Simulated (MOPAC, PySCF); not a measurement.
Dissociation curve of GeCl, doublet.

Levels of theory: UCCSD(T) = CCSD(T) on UHF/cc-pVDZ, 14 core orbitals frozen in PySCF; UKS-PBE = PySCF with unrestricted PBE/cc-pVDZ; ROHF/cc-pVDZ (PySCF); AM1, unrestricted, heats of formation (MOPAC); UKS-BHandHLYP = unrestricted BHandHLYP/cc-pVDZ run with PySCF.

Energies are in kcal/mol, each relative to the lowest point of its own curve near equilibrium.

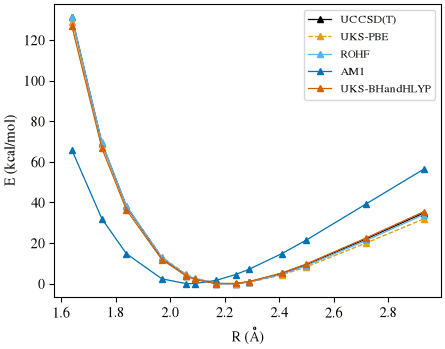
*Energy against bond length for each method.*

| R / Å | UCCSD(T) | UKS-PBE | ROHF | AM1 | UKS-BHandHLYP |
|---|---|---|---|---|---|
| 1.64 | 131.1 | 129.0 | 131.3 | 65.8 | 126.7 |
| 1.75 | 69.4 | 68.8 | 69.5 | 31.9 | 66.6 |
| 1.84 | 38.0 | 38.2 | 38.3 | 14.7 | 36.3 |
| 1.97 | 12.6 | 13.1 | 12.8 | 2.4 | 11.8 |
| 2.06 | 4.0 | 4.5 | 4.2 | 0.0 | 3.7 |
| 2.09 | 2.3 | 2.8 | 2.5 | 0.0 | 2.1 |
| 2.17 | 0.0 | 0.2 | 0.1 | 1.7 | 0.0 |
| 2.24 | 0.0 | 0.0 | 0.0 | 4.5 | 0.1 |
| 2.29 | 0.9 | 0.7 | 0.8 | 7.1 | 1.0 |
| 2.41 | 5.0 | 4.3 | 4.7 | 14.8 | 5.3 |
| 2.50 | 9.4 | 8.3 | 8.9 | 21.5 | 9.7 |
| 2.72 | 22.1 | 20.1 | 21.4 | 39.4 | 22.6 |
| 2.93 | 34.8 | 31.8 | 34.0 | 56.4 | 35.4 |

At the longest distance, 2.93 Å, AM1 lies highest above its minimum (56.4 kcal/mol) and UKS-PBE lowest (31.8 kcal/mol).

The scan ran from 1.64 to 8.75 Å; beyond the distances shown one of the unrestricted levels run for this scan, shown here or not, changes its spin distribution in one step.
